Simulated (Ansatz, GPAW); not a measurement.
# Si/Mo(110): simulated STM images, part 2 of 3

What would a tunnelling microscope show on Si/Mo(110)?

GPAW 26.7.0 and Ansatz 0.2.0; Ansatz plane waves; slab in vacuum with a dipole correction, relaxation; PAW set soft_1 (the session's first sound run).

So far: The structure; Relaxing the atoms.

### Step 2. Relaxing the atoms (continued)

The valence density, planar mean oscillates, so the rows of the table below give means over windows of 2.22 Å about each position, cut where the curve ends. Its maxima inside the range that stand out by 2 % of the span (Å: e/Å³): 8.0: 1.62, 10.3: 1.62, 12.5: 1.62, 14.7: 1.62. Its minima: 9.2: 0.326, 11.4: 0.315, 13.6: 0.342.

The valence density, planar mean by z; means over each step:

```csv
z (Å),"valence density, planar mean (e/Å³)"
3.33,8.0e-5
5.55,0.0152
7.77,0.847
9.99,0.896
12.21,0.896
14.43,0.900
16.65,0.102
18.87,0.00288
21.09,7.7e-6
```

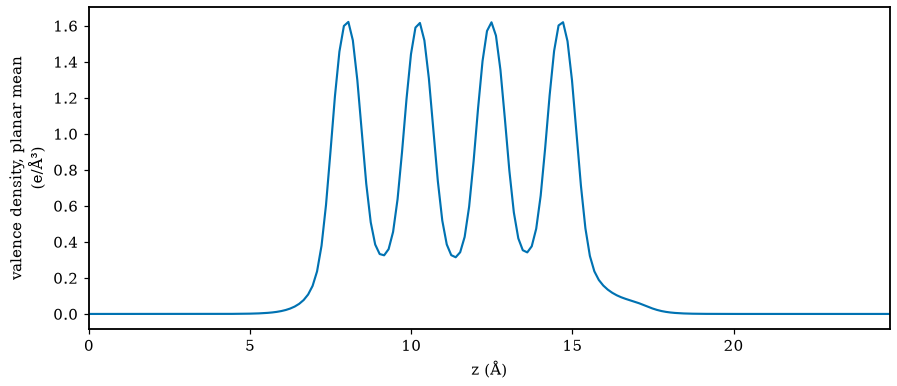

Valence density, planar mean, plotted against z.

The relaxation lowered the energy of the cell by 0.921 eV.

### Step 3. Plane waves, PBE

With the geometry fixed, the planar mean of the potential gives the vacuum level on each side.

This step: GPAW, PAW setups; slab in vacuum (GPAW 26.7.0).

The input, run.py:

```python
import json
import numpy as np
from ase import Atoms
from ase.dft.stm import STM
from gpaw import GPAW, PW

slab = Atoms(
    ['Mo', 'Mo', 'Mo', 'Mo', 'Mo', 'Mo', 'Mo', 'Mo', 'Mo', 'Mo', 'Mo', 'Mo', 'Mo', 'Mo', 'Mo', 'Mo', 'Si'],
    positions=[
        [0.00000, 0.00000, 8.00000],
        [2.22739, 0.00000, 10.22739],
        [-0.00000, -0.00000, 12.47221],
        [2.18711, -0.00000, 14.69371],
        [2.22739, 1.57500, 8.00000],
        [4.45477, 1.57500, 10.22739],
        [2.22739, 1.57500, 12.48551],
        [4.45477, 1.51087, 14.62589],
        [2.22739, -1.57500, 8.00000],
        [4.45477, -1.57500, 10.22739],
        [2.22739, -1.57500, 12.48551],
        [4.45477, -1.51087, 14.62589],
        [4.45477, 0.00000, 8.00000],
        [6.68216, 0.00000, 10.22739],
        [4.45477, 0.00000, 12.45010],
        [6.72244, 0.00000, 14.69371],
        [0.00000, -0.00000, 16.43027]],
    cell=[[4.45477, -3.15, 0.0], [4.45477, 3.15, 0.0], [0.0, 0.0, 24.97599]],
    pbc=[True, True, False])

slab.calc = GPAW(mode=PW(400), xc='PBE', kpts={'size': (6, 6, 1), 'gamma': True},
                 occupations={'name': 'fermi-dirac', 'width': 0.1}, nbands='200%',
                 convergence={'density': 1e-05}, maxiter=200,
                 poissonsolver={'dipolelayer': 'xy'},
                 symmetry={'tolerance': 1e-3}, txt='slab.txt')
result = {}
energy = slab.get_potential_energy()
fermi = slab.calc.get_fermi_level()
v = slab.calc.get_electrostatic_potential().mean((0, 1)) - fermi
n = slab.calc.get_pseudo_density().mean((0, 1))
L = slab.cell[2, 2]
z = np.arange(len(v)) * L / len(v)
low, high = slab.positions[:, 2].min(), slab.positions[:, 2].max()
below, above = np.interp([low - 5.8, high + 5.8], z, v)
slopes = [np.interp(x, z, np.gradient(v, z)) for x in (low - 5.8, high + 5.8)]
eps = np.array([[slab.calc.get_eigenvalues(k, s) for k in range(len(slab.calc.get_ibz_k_points()))]
                for s in range(slab.calc.get_number_of_spins())]) - fermi
top, bottom = eps[eps < 0].max(), eps[eps > 0].min()
dipole = slab.get_dipole_moment()[2]
print(f'energy {energy:.4f} eV, Fermi level {fermi:.4f} eV, dipole {dipole:.5f} e A')
print(f'potential 5.8 A off the faces, from the Fermi level: lower {below:.4f} eV, upper {above:.4f} eV')
print(f'slope of the potential there: lower {slopes[0]:.5f}, upper {slopes[1]:.5f} eV/A')
print(f'nearest levels on the mesh: {top:.4f} and {bottom:.4f} eV')
print('magnetic moment', round(slab.get_magnetic_moment(), 3))
result.update(energy=energy, fermi=fermi, dipole=dipole, below=below, above=above, slopes=slopes, edges=[top, bottom],
              z=z.tolist(), v=v.tolist(), n=n.tolist(), positions=slab.positions.tolist(),
              forces=slab.get_forces(apply_constraint=False).tolist(), moments=slab.get_magnetic_moments().tolist())

# Images need the states of the whole zone, up to time reversal
slab.calc = slab.calc.fixed_density(symmetry={'point_group': False}, txt='states.txt', nbands='260%',
                                    convergence={'bands': 'CBM+0.8'})
stm = STM(slab)
result['stm'] = []
for bias in [-0.5, 0.5]:
    height = high + 3.0
    current = stm.get_averaged_current(bias, height)
    x, y, h = stm.scan(bias, current)
    i, f = divmod(height / L * stm.ldos.shape[2], 1)
    I = abs((1 - f) * stm.ldos[:, :, int(i)] + f * stm.ldos[:, :, int(i) + 1])
    print(f'bias {bias} V: mean current at 3.0 A {current:.4e}, corrugation {np.ptp(h):.4f} A')
    result['stm'].append(dict(bias=bias, current=current, h=(h - high).tolist(), I=I.tolist()))
json.dump(result, open('result.json', 'w'))
```

Launch:

```sh
> OMP_NUM_THREADS=1 OPENBLAS_NUM_THREADS=1 python run.py
```

Numbers of over 12 decimals in the logs are rounded to 6 here.

What it wrote:

```text
energy -176.1485 eV, Fermi level 2.0742 eV, dipole -0.04755 e A
potential 5.8 A off the faces, from the Fermi level: lower 4.6223 eV, upper 4.9306 eV
slope of the potential there: lower -0.00022, upper 0.00021 eV/A
nearest levels on the mesh: -0.0069 and 0.0211 eV
magnetic moment 0.0
bias -0.5 V: mean current at 3.0 A 2.6059e-05, corrugation 1.1793 A
bias 0.5 V: mean current at 3.0 A 2.3671e-05, corrugation 1.3990 A
```

Run time: 47 min. Hardware: 1 thread of Intel Xeon 6975P-C (Granite Rapids), shared host; peak memory 2.6 GiB.

This step gave:

```
dipole along the normal                    : -0.04755 e·Å
levels nearest the Fermi level on the mesh : -0.006851, 0.02113 eV from the Fermi level
upper work function                        : 4.931 eV
lower work function                        : 4.622 eV
corrugation -0.5                           : 1.179 Å
corrugation 0.5                            : 1.399 Å
```

The electrostatic potential energy of an electron (without an applied field's), less the Fermi level, planar mean oscillates, so the rows of the table below give means over windows of 2 Å about each position, cut where the curve ends. Its maxima inside the range that stand out by 2 % of the span (Å: eV): 9.2: -2.14, 11.3: -2.07, 13.5: -2.49, 15.9: -0.825. Its minima: 8.0: -28.1, 10.2: -28.5, 12.5: -28.5, 14.7: -28.0, 16.3: -1.51.

Electrostatic potential energy of an electron (without an applied field's), less the Fermi level, planar mean against z; means over each step:

```csv
z (Å),"electrostatic potential energy of an electron (without an applied field's), less the Fermi level, planar mean (eV)"
0,4.65
2,4.62
4,4.61
6,3.38
8,-14.4
10,-14.6
12,-14.0
14,-13.4
16,-3.48
18,4.34
20,4.93
22,4.93
24,4.92
```

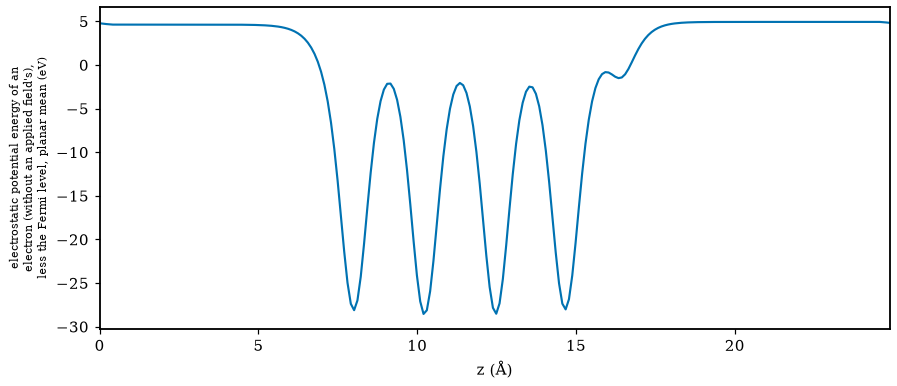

Electrostatic potential energy of an electron (without an applied field's), less the Fermi level, planar mean, plotted against z.

The pseudo valence density, planar mean oscillates, so the rows of the table below give means over windows of 2.29 Å about each position, cut where the curve ends. Its maxima inside the range that stand out by 2 % of the span (Å: e/Å³): 7.9: 1.93, 10.2: 1.98, 12.5: 1.99, 14.6: 1.91. Its minima: 9.2: 0.322, 11.4: 0.318, 13.5: 0.338.

Pseudo valence density, planar mean against z; means over each step:

```csv
z (Å),"pseudo valence density, planar mean (e/Å³)"
3.44,1.1e-4
5.72,0.0242
8.02,0.854
10.30,0.878
12.59,0.884
14.88,0.851
17.18,0.0554
19.46,6.5e-4
21.75,0
```

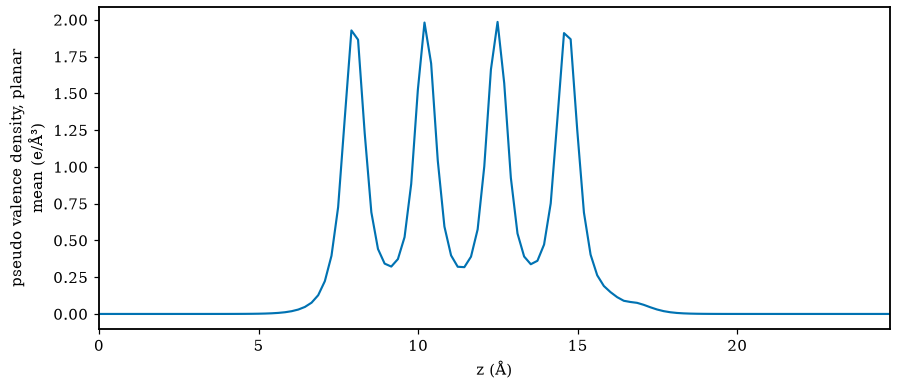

Pseudo valence density, planar mean against z.

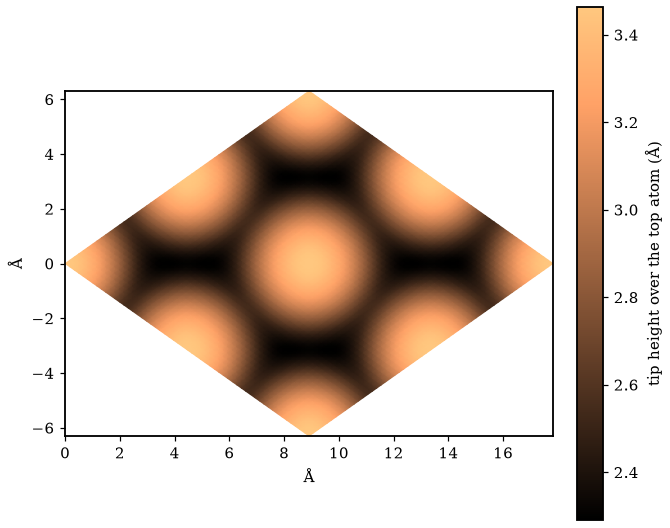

Tip height over the top atom over a1 and a2. Sample bias -0.5 V, constant current at the mean current 3.0 Å over the top atom. The cell is repeated, with its origin at the lower left corner.

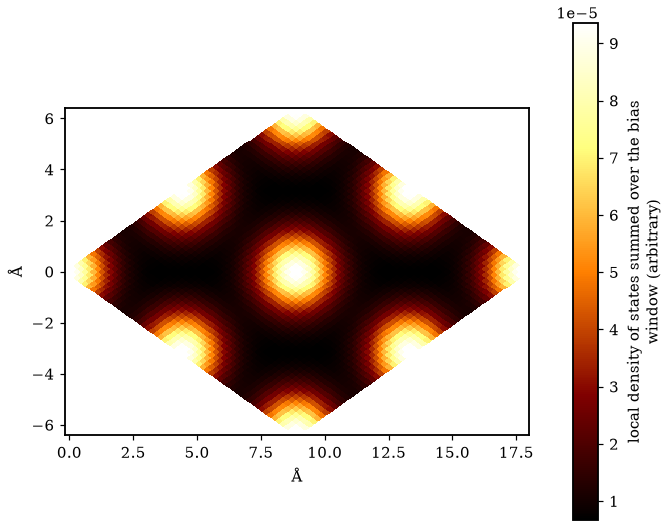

Local density of states summed over the bias window over a1 and a2. Sample bias -0.5 V, constant height 3.0 Å over the top atom. The cell is repeated, with its origin at the lower left corner.

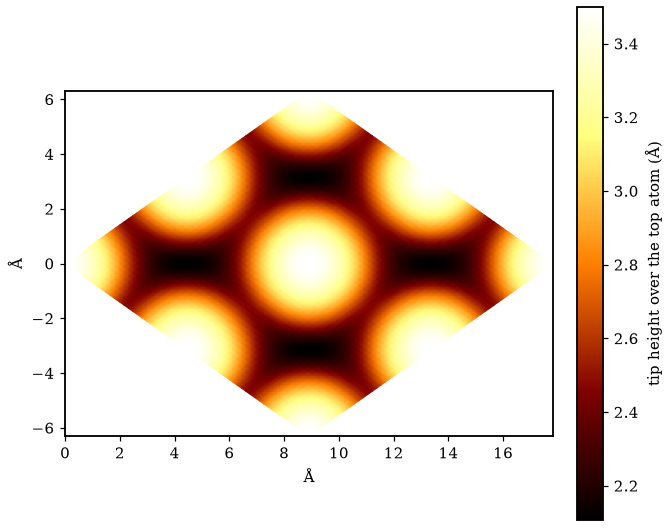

Tip height over the top atom over a1 and a2. Sample bias 0.5 V, constant current at the mean current 3.0 Å over the top atom. The cell is repeated, with its origin at the lower left corner.

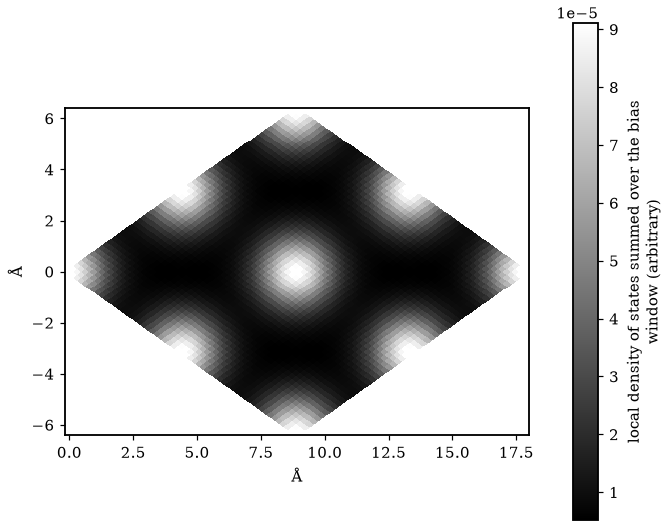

Local density of states summed over the bias window over a1 and a2. Sample bias 0.5 V, constant height 3.0 Å over the top atom. The cell is repeated, with its origin at the lower left corner.

Force by atom:

```csv
atom,x (eV/Å),y (eV/Å),z (eV/Å),size
Mo1,0.000,0.000,0.474,0.474
Mo2,-0.064,0.000,-0.530,0.534
Mo3,0.000,0.000,0.006,0.006
Mo4,0.005,0.000,0.003,0.006
Mo5,0.000,0.000,0.555,0.555
Mo6,0.000,-0.012,-0.499,0.499
Mo7,0.000,0.000,0.002,0.002
Mo8,0.000,-0.029,-0.036,0.046
Mo9,0.000,0.000,0.555,0.555
Mo10,0.000,0.012,-0.499,0.499
Mo11,0.000,0.000,0.002,0.002
Mo12,0.000,0.029,-0.036,0.046
Mo13,0.000,0.000,0.510,0.510
Mo14,0.064,0.000,-0.530,0.534
Mo15,0.000,0.000,-0.019,0.019
Mo16,-0.005,0.000,0.003,0.006
Si17,0.000,0.000,0.035,0.035
```

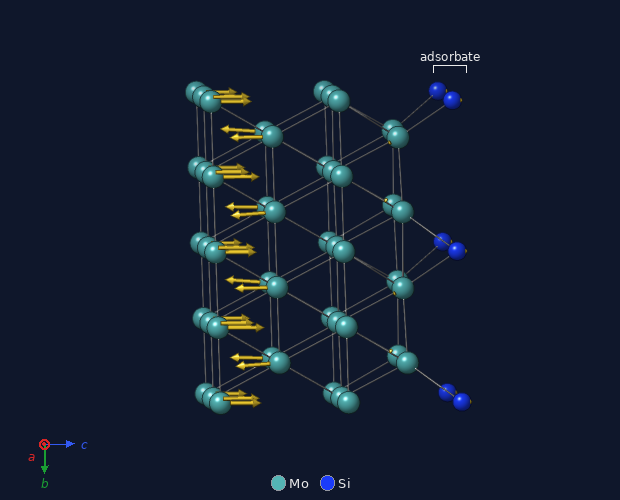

Force as arrows, the longest 0.555 eV/Å. 1×2×1 cells are drawn. Some periodic images of atoms are drawn too.

The potential is flat to 2.2e-4 eV/Å where it is read, so the vacuum is wide enough. The geometry is the other program's minimum; here the largest force on a free atom is 0.046 eV/Å.

(Continued in part 3 of 3.)

[Logs are printed without paths, hosts, clocks, repeated set-up lines and the standing remarks that a program may print on its own settings, such as how far it seeks lower states.]

[Hosts, paths, dates, database ids (printed as entryN), source tags and the programs' standing remarks are cut or masked in the printed files.]
